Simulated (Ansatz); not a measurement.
# C2H8B2Si (SMILES [SiH3]BB1CC1): what the fields show

Input

```
crystal:
  periodic: [false, false, false]
  atoms:
    - { symbol: Si, position_ang: [-2.3565, 0.1383, 0.582] }
    - { symbol: B, position_ang: [-0.5754, 0.1949, 1.1991] }
    - { symbol: B, position_ang: [0.6332, -0.0148, 0.1101] }
    - { symbol: C, position_ang: [1.3226, -0.2521, -1.3618] }
    - { symbol: C, position_ang: [2.2263, -0.1493, -0.2844] }
    - { symbol: H, position_ang: [-2.693, -1.0975, -0.0619] }
    - { symbol: H, position_ang: [-3.2879, 0.3943, 1.7102] }
    - { symbol: H, position_ang: [-2.5515, 1.2764, -0.4212] }
    - { symbol: H, position_ang: [-0.3351, 0.3758, 2.3885] }
    - { symbol: H, position_ang: [1.1541, 0.6255, -1.995] }
    - { symbol: H, position_ang: [1.0588, -1.2918, -1.7114] }
    - { symbol: H, position_ang: [2.7881, 0.8316, -0.1964] }
    - { symbol: H, position_ang: [2.6369, -1.0661, 0.057] }
basis:
  gaussian: { orbitals: def2-SVP }
hamiltonian:
  xc: r2scan
  dispersion: d4
relax:
  f_tol: 0.015
  max_steps: 40
output:
  orbitals: {}
```

Command:

```sh
ansatz run input.yaml --threads 2 --pin off --max-ram 3072MiB --backend cpu --events-out ev --progress --plain --runs-dir out
```

The fields are those of the relaxed geometry.

Method: Ansatz, RKS r2SCAN-D4/def2-SVP.

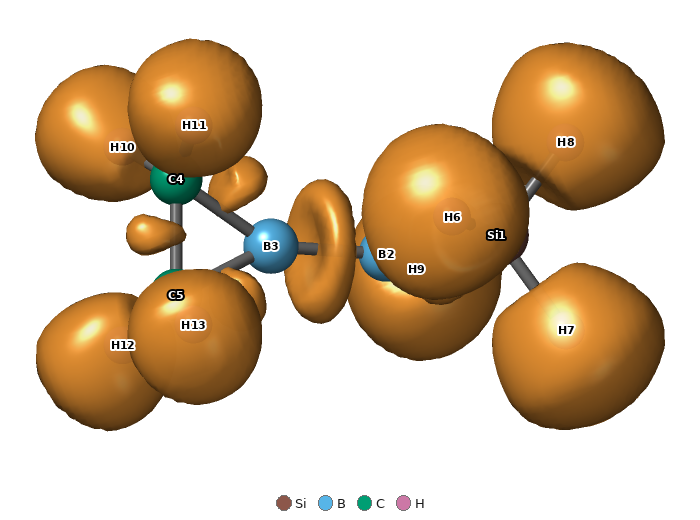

Figure 1. Isosurface of the ELF at 0.85 (orange), seen from one side. Core shells and regions of very low density are left out.

Identify the bonds, lone pairs and shells in this picture.

Answer. The surface consists of one region between bonded B–B atoms (shared pairs), two regions between bonded B–C atoms (shared pairs), one region between bonded B–Si atoms (shared pairs), one region between bonded C–C atoms (shared pairs) and eight regions around hydrogen nuclei. Along the contacts the grid gives the following. C–C (1.49 Å): the ELF peaks at about 0.90 between the atoms, as expected for a shared electron pair. C–B (1.57 Å): the ELF peaks at about 0.85 between the atoms: a covalent bond.

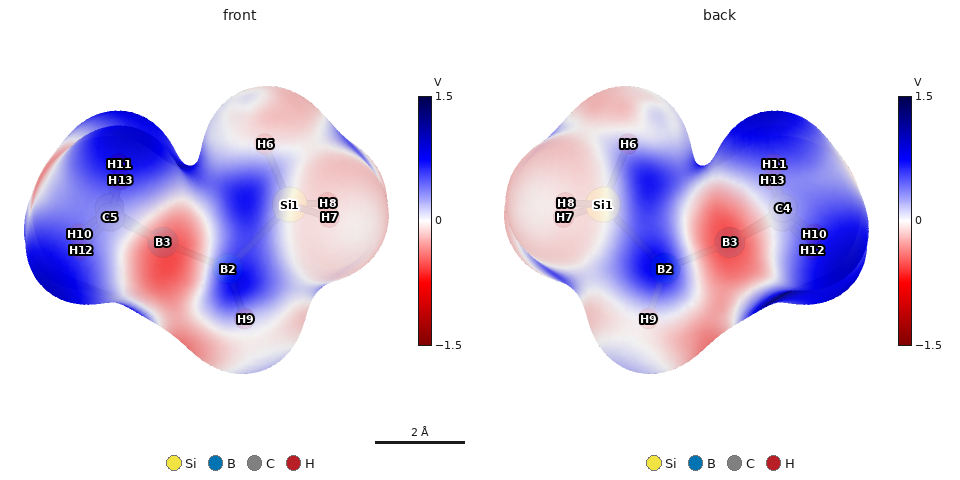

Figure 2. The electrostatic potential painted on the density surface at 0.002 e/bohr³, seen from the front and from behind; the colour scale runs from red (negative) to blue (positive).

Describe the electrostatic potential map.

Answer. The most negative region (about −0.5 V, or −12 kcal/mol for a unit charge) lies over C4 and C5, the most positive (about +1.2 V, or +28 kcal/mol for a unit charge) over B3.

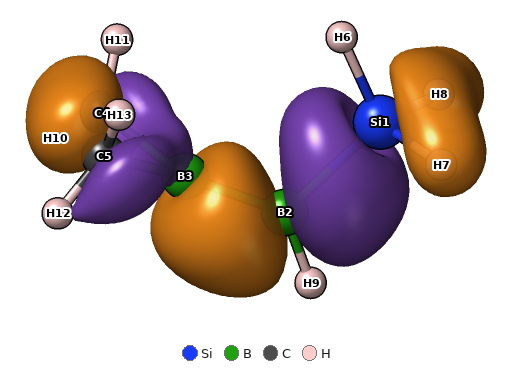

Figure 3. The HOMO−1 at ±0.1 Å⁻³ᐟ² (orange and purple are the two phases), seen at a tilt.

Where does this orbital lie, and at what energy?

Answer. Its weight (Hirshfeld) is mainly on B2 (about 30 %), Si1 (about 20 %), B3 (about 20 %), C4 (about 10 %) and C5 (about 10 %). Its energy is −6.83 eV.
